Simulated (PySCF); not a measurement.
CH₉FNSi₄ (doublet)

```tsv
atom	x (Å)	y (Å)	z (Å)
F	3.7517	-0.4290	0.7473
Si	2.3902	0.3928	1.0534
Si	0.7428	-0.7842	-0.0305
C	0.3261	-0.3666	-1.7984
Si	-1.3636	0.2880	-1.3367
N	-0.8595	-0.0989	0.3057
Si	-1.7260	0.0301	1.7860
H	2.3680	0.4188	2.5158
H	2.7244	1.7348	0.5753
H	0.7557	-2.2338	0.2586
H	0.8781	-0.3800	-2.7232
H	-2.5180	-0.4989	-1.7751
H	-1.6214	1.7206	-1.4967
H	-2.4358	-1.2193	2.0900
H	-2.6796	1.1309	1.6453
H	-0.7408	0.3035	2.8395
```

Geometry: GFN2-xTB.

Level of theory: UKS B3LYP, pcH-1 on C F H N Si, non-relativistic, mean-field spin-orbit, GIAO in PySCF 2.14.0, density-fitted response routines.

What will maps of the electron density, electron localisation function and spin density show?

Si–N (1.72 Å): ρ is about 0.91 e/Å³ halfway, with its minimum of 0.8 e/Å³ about 0.9 Å from Si; the ELF peaks at about 0.90 between the atoms (a polar covalent bond).
C–Si (1.86 Å): ρ is about 0.79 e/Å³ halfway; the ELF peaks at about 0.90 between the atoms: a covalent bond.
C–H (1.08 Å): ρ is about 2.9 e/Å³ halfway; the ELF climbs to about 1 towards the hydrogen, as it does in any bond to H.
Si–N (1.76 Å): ρ at the midpoint is about 1.8 e/Å³; the ELF peaks at about 0.90 between the atoms; a shared but strongly polarised pair.
The unpaired spin (1 electron) lies mostly on C4 (about 0.7), in electrons by Hirshfeld's partition.

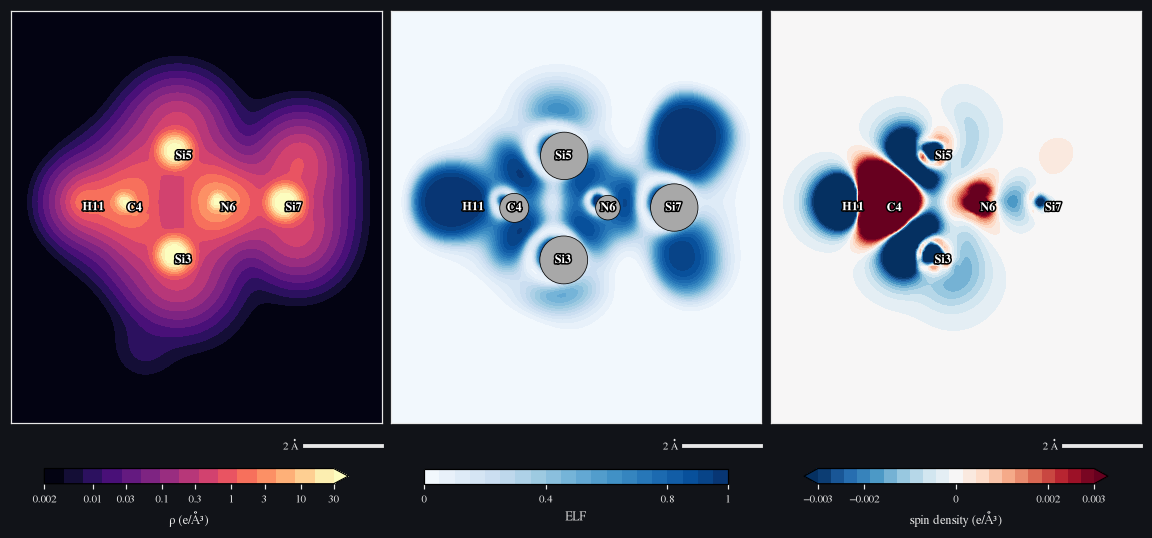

Computed electron density, electron localisation function and spin density on the plane of atoms Si3, N6 and Si7, in this order. Grey discs cover the atomic cores in the ELF map. 
